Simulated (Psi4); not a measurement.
# PBE0/def2-TZVP (density fitting, core potential, sweep point 4) run of InCNF2 (SMILES N#[C][In]([F])[F])

Aim: the vertical singlet–triplet gap of InCNF2 at PBE0/def2-TZVP (density fitting, core potential, sweep point 4), from 2 runs. 

The calculation is run with Psi4 1.11.

4 further runs of the same task are left out: 4 set aside as unsound or not needed. Runs told in other sessions of the task aren't counted.

## Step 1: The molecule

The species is InCNF2 (5 atoms), meant as a singlet with charge 0. SMILES: `N#[C][In]([F])[F]`. The shape is that of a PBE0-D4/def2-TZVP optimisation.

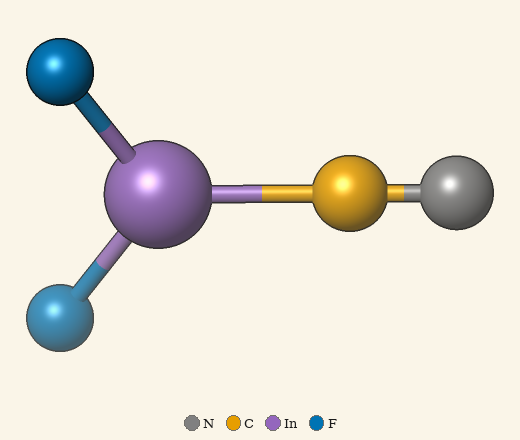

Viewed from a chosen angle; nitrogen grey, carbon amber, indium purple, fluorine blue.

## Step 2: The energy at PBE0/def2-TZVP (density fitting, core potential, sweep point 4)

Contents of job.in:

```
memory 1600 MB

molecule molecule1 {
  0 1
  N      1.298000    -1.592200     1.589600
  C      0.724900    -0.890300     0.878600
  In    -0.306000     0.372300    -0.400300
  F     -1.872100    -0.154800    -1.375500
  F      0.205100     2.191400    -0.733700
  symmetry c1
}

set puream true
set scf_type df
set dft_radial_points 99
set dft_spherical_points 590
set d_convergence 1e-05
set e_convergence 1e-05

energy_value, wavefunction = energy("pbe0/def2-TZVP", return_wfn=True)
print_variables()
```

Started as:

```console
psi4 -i job.in -o job.out -n 1
```

job.out, cut to the lines that bear on the results:

```text
[...]
    !!!  WARNING: ECP capability is in beta. Please check occupations closely.  !!!
[...]
  Running in c1 symmetry.
[...]
  Nuclear repulsion =  224.094838561306574
[...]
  Multiplicity = 1
[...]
  Nalpha       = 26
  Nbeta        = 26
[...]
    Number of basis functions: 174
[...]
   @DF-RKS iter   1:  -482.23875644583188   -1.49552e+00   5.19382e-03 DIIS/ADIIS
[...]
   @DF-RKS iter   8:  -482.53762752006855   -1.07383e-06   2.04011e-06 DIIS
[...]
    Orbital Energies [Eh]
    ---------------------
    Doubly Occupied:
       1A    -24.748286     2A    -24.748104     3A    -14.424820
       4A    -10.289543     5A     -4.796115     6A     -3.200111
       7A     -3.187307     8A     -3.186571     9A     -1.181772
      10A     -1.180075    11A     -0.966236    12A     -0.872094
      13A     -0.866131    14A     -0.865467    15A     -0.859859
      16A     -0.852098    17A     -0.559135    18A     -0.478545
      19A     -0.445672    20A     -0.431153    21A     -0.423775
      22A     -0.418228    23A     -0.414297    24A     -0.397374
      25A     -0.396692    26A     -0.394512
[...]
  @DF-RKS Final Energy:  -482.53762752006855
   => Energetics <=
    Nuclear Repulsion Energy =            224.0948385613065739
    One-Electron Energy =               -1185.3314240136182889
    Two-Electron Energy =                 516.4924641044767668
    DFT Exchange-Correlation Energy =     -37.7935061722336414
    Empirical Dispersion Energy =           0.0000000000000000
    VV10 Nonlocal Energy =                  0.0000000000000000
    Total Energy =                       -482.5376275200686109
[...]
 Multipole Moments:
 ------------------------------------------------------------------------------------
     Multipole            Electronic (a.u.)      Nuclear  (a.u.)        Total (a.u.)
 ------------------------------------------------------------------------------------
 L = 1.  Multiply by 2.5417464519 to convert [e a0] to [Debye]
 Dipole X            :         -6.9249902            6.8408331           -0.0841571
 Dipole Y            :          8.4827469           -8.3790718            0.1036751
 Dipole Z            :         -8.5927771            8.4879809           -0.1047962
 Magnitude           :                                                    0.1697445
[...]
```

It took 15 s on 1 thread of AMD EPYC 7B13 (Zen 3), shared host; peak memory 1.2 GiB.

## Step 3: The triplet

Contents of cf2inn.inp:

```
memory 1600 mb

molecule mol {
  0 3
  N      1.298000    -1.592200     1.589600
  C      0.724900    -0.890300     0.878600
  In    -0.306000     0.372300    -0.400300
  F     -1.872100    -0.154800    -1.375500
  F      0.205100     2.191400    -0.733700
  symmetry c1
}

set basis def2-TZVP
set reference uks
set puream true
set scf_type df
set dft_radial_points 99
set dft_spherical_points 590
set d_convergence 1e-05
set e_convergence 1e-05
set maxiter 100

e_tot, wfn = energy("pbe0", return_wfn=True)
```

Started as:

```console
psi4 -i cf2inn.inp -o cf2inn.out -n 1
```

cf2inn.out, cut to the lines that bear on the results:

```text
[...]
  Running in c1 symmetry.
[...]
  Nuclear repulsion =  224.094838561306574
[...]
  Multiplicity = 3
[...]
  Nalpha       = 27
  Nbeta        = 25
[...]
    Number of basis functions: 174
[...]
   @DF-UKS iter   1:  -481.84514640796692   -1.10191e+00   6.04972e-03 DIIS/ADIIS
[...]
   @DF-UKS iter  24:  -482.31544100481477   -8.92761e-06   7.72345e-06 DIIS
[...]
   @S^2 Observed:                2.010744765E+00
[...]
    Orbital Energies [Eh]
    ---------------------
    Alpha Occupied:
       1A    -24.791391     2A    -24.790867     3A    -14.453410
       4A    -10.307277     5A     -4.762212     6A     -3.158431
       7A     -3.155850     8A     -3.154765     9A     -1.226587
      10A     -1.224768    11A     -0.992348    12A     -0.844449
      13A     -0.830548    14A     -0.829691    15A     -0.828974
      16A     -0.828146    17A     -0.579356    18A     -0.513061
      19A     -0.502991    20A     -0.476862    21A     -0.460622
      22A     -0.456813    23A     -0.449622    24A     -0.442020
      25A     -0.416271    26A     -0.414699    27A     -0.181106
    Alpha Virtual:
[...]
  @DF-UKS Final Energy:  -482.31544100481477
   => Energetics <=
    Nuclear Repulsion Energy =            224.0948385613065739
    One-Electron Energy =               -1185.0830222291965583
    Two-Electron Energy =                 516.4112754682180366
    DFT Exchange-Correlation Energy =     -37.7385328051428033
    Empirical Dispersion Energy =           0.0000000000000000
    VV10 Nonlocal Energy =                  0.0000000000000000
    Total Energy =                       -482.3154410048147724
  UHF NO Occupations:
  HONO-2 :   25  A 1.9974382
  HONO-1 :   26  A 1.0000000
[...]
 Multipole Moments:
 ------------------------------------------------------------------------------------
     Multipole            Electronic (a.u.)      Nuclear  (a.u.)        Total (a.u.)
 ------------------------------------------------------------------------------------
 L = 1.  Multiply by 2.5417464519 to convert [e a0] to [Debye]
 Dipole X            :         -6.7812857            6.8408331            0.0595474
 Dipole Y            :          8.3023832           -8.3790718           -0.0766886
 Dipole Z            :         -8.4120055            8.4879809            0.0759754
 Magnitude           :                                                    0.1232854
[...]
```

Run time: 53 s. Hardware: 1 thread of AMD EPYC 7B13 (Zen 3), shared host; peak memory 1.3 GiB.

## Step 4: Outcome

At PBE0/def2-TZVP (density fitting, core potential, sweep point 4):

| quantity | value |
| --- | --- |
| singlet: total energy | -482.53763 Eh |
| singlet: dipole moment | 0.43 D |
| singlet: HOMO energy | -10.74 eV |
| singlet: LUMO energy | -2.87 eV |
| singlet: HOMO–LUMO gap | 7.87 eV |
| triplet: total energy | -482.31544 Eh |
| triplet: dipole moment | 0.31 D |
| triplet: HOMO energy (highest over α and β) | -4.93 eV |
| triplet: ⟨S²⟩ | 2.011 |
| vertical energy of the triplet above the singlet | 6.046 eV |

**Reading.** At this shape the triplet lies 6.05 eV (139 kcal/mol) above the singlet.
